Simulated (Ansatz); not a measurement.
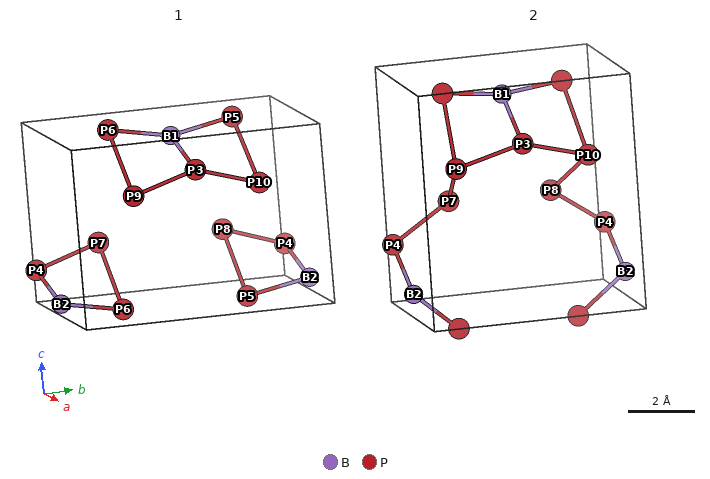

Two geometries of a crystal of BP4 (a generated structure, set up in Pm) (coarse preliminary run), drawn at one scale. One is the start of a relaxation, the other its converged end. Style: ball-and-stick. Shown: the cell of the calculation, slightly off an axis.

Method: DFT PBE, scalar-relativistic, plane waves, PAW (Ansatz 0.2.0). Settings: plane-wave cutoff 420 eV; k-point mesh 6 × 2 × 4; occupations gaussian; smearing width 0.1 eV; no spin polarisation; cell and atoms relaxed; force threshold 0.04 eV/Å; at most 70 steps.

Which one is relaxed?

Structure 2 is the relaxed one. The energy falls by 251 meV per atom in 20 accepted moves (23 points after the start). The largest force component goes from 0.48 to 0.015 eV/Å. The pressure goes from −0.28 to 0.07 GPa. The line search rejected the trial step at point 15 of the run. The SCF was repeated twice at an unchanged geometry on a basis and grid sized afresh for the cell, which shifted the energy by 17.1 meV per atom at most. The largest moves relative to the cell, 0.89 Å, are those of P7 and P8. P8 goes along [1 0 1]. By element the largest moves are P 0.89 Å, B 0.27 Å. Cell: a 3.791 → 3.263 Å (−13.9 %), b 8.302 → 7.078 Å (−14.7 %), c 5.517 → 7.241 Å (+31.3 %), β 102.1° → 103.0°. Volume −4.0 %. Near-neighbour distances that change, for instance: P9–P10 4.098 → 2.665 Å, P5–P8 2.521 → 3.943 Å, P5–P8 (another image) 2.537 → 3.939 Å, P7–P9 3.447 → 2.306 Å. New bonds form, among them: P7–P9 (3.45 → 2.31 Å), P8–P10 (3.45 → 2.31 Å). Among the angles between lasting bonds that change: P5–B2–P6 159.2° → 101.7°, P3–B1–P3 142.7° → 111.3°, B1–P3–B1 142.7° → 111.3°. The space group stays Pm (No. 6). Cost: 6.7 min on 1 thread of Arm Neoverse V2, on a shared host, peak memory 0.43 GiB.

Limits of the set-up: the k-point mesh is coarse for a cell with partly filled bands.
